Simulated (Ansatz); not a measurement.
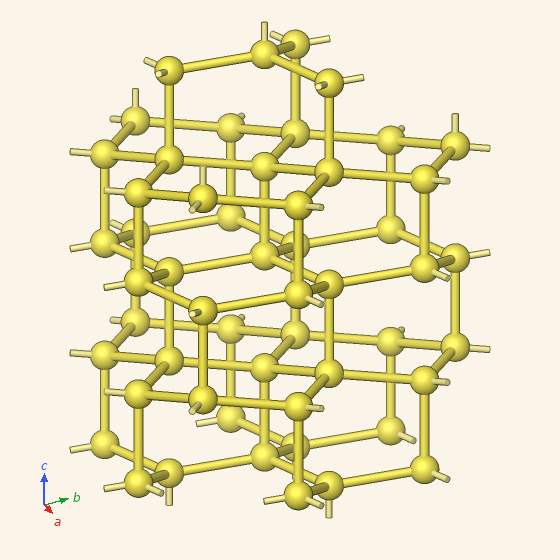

The picture shows a finite piece of the underlying net of a crystal structure, nodes on the atoms' positions. Nodes are coloured by topological kind. Short stubs are edges that leave the cut-out.

### What net is this?

A uninodal 4-connected, three-periodic net. It is the lon net, known from lonsdaleite, wurtzite and tridymite.

### Give point symbol and coordination sequence.

6^6, sequence 4, 12, 25, 44, 67, 96.

Origin of the net. System SbP (space group P6_3mc, No. 186); source of the atomic positions: the geometry relaxed with DFT, PBE, PAW with Ansatz's default frozen-core files, scalar-relativistic (Ansatz); the starting structure was generated, so it need not be a known form of this composition. Bonds are taken as P–Sb below 3 Å. The graph is simplified in the usual way: terminal and isolated atoms are pruned, two-connected atoms become edges. Sb and P are 4-connected nodes.
